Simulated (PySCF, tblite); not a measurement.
# C₆H₃ClFO radical: geometry, infrared bands and EPR parameters

Wanted: the infrared bands and EPR parameters of C₆H₃ClFO radical (`[O]c1c(F)cccc1Cl`), by calculation.

The runs use tblite 0.8.0 and PySCF 2.14.0, with density-fitted response routines of our own; the level of theory stands in each step. All values are computed, except where a source is named. Atoms count from 0, in the outputs and in this text.

### Step 1. Starting geometry

12 atoms, charge 0, multiplicity 2; geometry from: force field or distance geometry start.

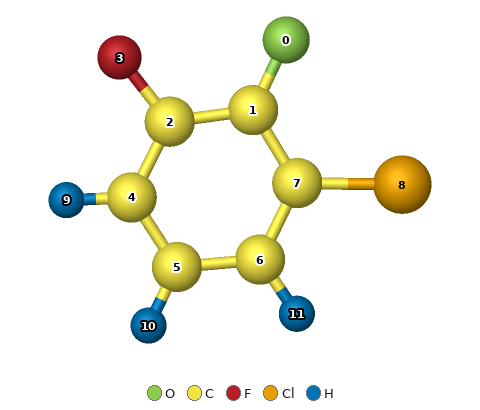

The starting geometry (oxygen green, carbon yellow, fluorine red, chlorine amber, hydrogen blue), atoms numbered.

### Step 2. Relaxing the molecule with GFN2-xTB

What the job is given:

```
{"job": {"kind": "relax", "xc": "GFN2-xTB", "basis": "xTB"}, "charge": 0, "multiplicity": 2}
O      2.402100     1.280100     0.001000
C      1.258700     0.680300    -0.009600
C      0.036100     1.366000     0.022900
F      0.011700     2.724900     0.032200
C     -1.229700     0.742600     0.025800
C     -1.325500    -0.638100    -0.005300
C     -0.147400    -1.376400    -0.026100
C      1.113900    -0.733500    -0.016600
Cl     2.493900    -1.812900    -0.046000
H     -2.121400     1.363500     0.038500
H     -2.289600    -1.130100    -0.005400
H     -0.201700    -2.466900    -0.037300
```

Launch:

```console
> OMP_NUM_THREADS=1 python probes_run.py task.json out
```

The driver reads the jobs from task.json and runs them one after another.

**Question.** This job is followed by: GFN2-xTB harmonic vibrations, gas phase; UKS B3LYP, pcH-1 on C Cl F H O, non-relativistic, mean-field spin-orbit, GIAO. What will the session give for the following? strongest single infrared mode (GFN2-xTB); zero-point energy (GFN2-xTB); g(iso) (B3LYP); ⟨S²⟩; largest a(iso); potential on the surface of density 0.002 e/bohr³, 1st and 99th percentile.

As calculated:

| quantity | value |
| --- | --- |
| strongest single infrared mode (GFN2-xTB) | 1392 cm⁻¹, 313 km/mol |
| zero-point energy (GFN2-xTB) | 44.9 kcal/mol |
| g(iso) (B3LYP) | 2.00670 |
| ⟨S²⟩ | 0.782 (exact 0.75) |
| largest a(iso) | 19F on F3, 46.8 MHz |
| potential on the surface of density 0.002 e/bohr³, 1st and 99th percentile | -1.68 V and 1.55 V |

What this shows: Relaxing lowered the energy by 0.331 eV in 17 steps; the close pair that moved most is O0–C1, from 1.291 to 1.226 Å. No mode is imaginary among the 30: a minimum at this level. The strongest single mode, at 1392 cm⁻¹, has its largest shares on C6, C4, C2 and C5 (the list is cut at 4 atoms). Unscaled tight-binding wavenumbers are off by several per cent, some by more. Its intensities can rank the bands wrongly. The largest spin populations lie on O0 (0.38 e), C5 (0.37 e), C7 (0.29 e), C2 (0.27 e). The isotropic g lies 4.4 ppt above the free-electron value. The conformer search found further structures of the same energy, which may be mirror or relabelled copies of this one.
